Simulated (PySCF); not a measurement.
Al(F)2(tBu), SMILES [Al]([C](C)(C)C)([F])[F] (C₄H₉AlF₂) at its GFN2-xTB optimised geometry (Å):

```
16

Al    -1.3713     0.0105     0.0000
F     -2.2291     1.4222     0.0000
F     -2.2304    -1.4003     0.0260
C      0.6589     0.0105     0.0000
C      1.2245     0.0678     1.4262
C      1.1397    -1.2787    -0.6719
C      1.1434     1.2418    -0.7711
H      2.3154     0.0710     1.3930
H      0.9034    -0.7949     2.0078
H      0.8964     0.9706     1.9390
H      0.7131    -2.1506    -0.1768
H      0.8421    -1.3064    -1.7195
H      2.2268    -1.3532    -0.6187
H      0.8503     1.1859    -1.8188
H      0.7158     2.1506    -0.3484
H      2.2304     1.3197    -0.7193
```

Level of theory: PBE0/def2-TZVP (PySCF 2.14.0). Cells within 0.4 Å of a nucleus heavier than hydrogen are left out (blank, or x).

Map of the log10 of the electron density (e/bohr³), floored at −4 on the plane z = 0.0 Å:

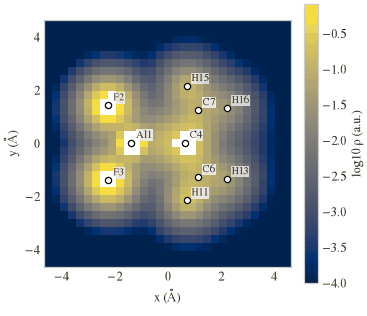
Log10 of the electron density (e/bohr³), floored at −4 on the plane z = 0.0 Å.
